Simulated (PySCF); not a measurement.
```xyz
2

In    0.0000    0.0000   -0.2129
B     0.0000    0.0000    2.2221
```

Core potentials replace the inner electrons of In.

These are results of PBE0/def2-SVPD, non-relativistic Hamiltonian with scalar-relativistic core potentials where named, at a bond length of 2.435 Å in PySCF, not measurements.

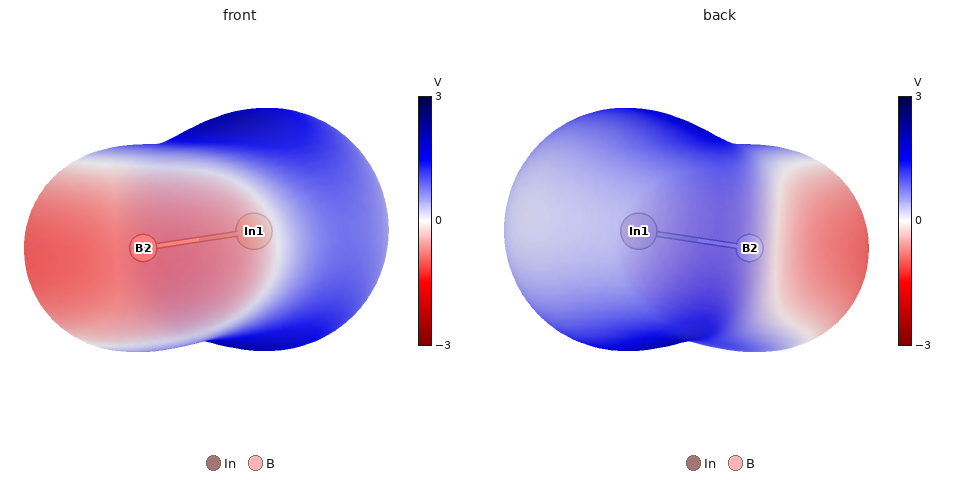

InB (triplet). The electrostatic potential painted on the density surface at 0.002 e/bohr³, seen from the front and from behind; the colour scale runs from red (negative) to blue (positive).

Question: Which sites attract a positive test charge, and which a negative one?

Answer: A positive charge is drawn to the negative regions and a negative charge to the positive ones. The most negative region (about −1.0 V, or −23 kcal/mol for a unit charge) lies over B2, the most positive (about +2.1 V, or +48 kcal/mol for a unit charge) over In1.
